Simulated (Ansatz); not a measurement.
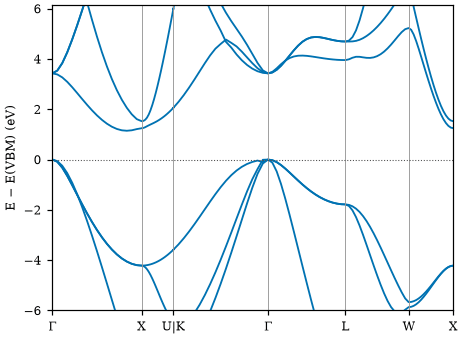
Figure. Band structure from DFT-LDA in the program Ansatz with PAW potentials

Question: Read off the gap and where the band edges lie.

Answer: About 1.1 eV (1.14 eV by a search for the band edges); maximum at Γ, minimum on the Γ–X line, 83 % of the way from Γ.

The material is BP (zinc blende, F-43m).

The cell was relaxed with LDA under the symmetry of its start; phonons on a q-mesh show no instability.

Potentials: the later of the program's two PAW sets.
